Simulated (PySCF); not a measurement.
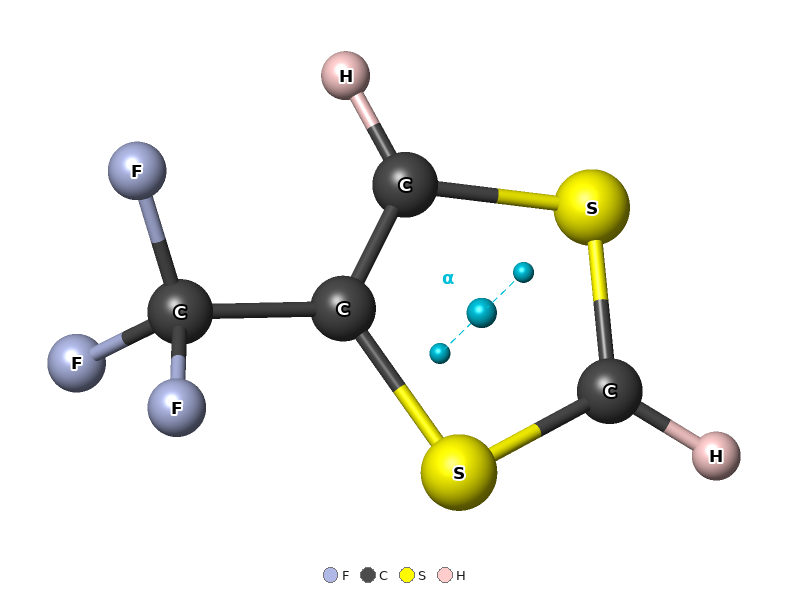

The small points mark where nucleus-independent chemical shifts (NICS) were computed: at the centre of each lettered ring and 1 Å above and below it. State: charge +1, singlet. Geometry: an image of a reaction path computed with GFN2-xTB, not a minimum. Method: GIAO PBE0/pcSseg-1 NMR shielding, non-relativistic, gas phase (PySCF 2.14.0).

Give NICS(0), NICS(1) and the out-of-plane component NICS(1)zz for each ring (means of the two sides).

| ring | members | NICS(0) | NICS(1) | NICS(1)zz |
| --- | --- | --- | --- | --- |
| α | C3S2 | −12.8 | −12.3 | −27.1 |

Values in ppm.

What do the values say about the ring currents?

Ring α: diatropic, as in an aromatic ring. NICS is one index among several.
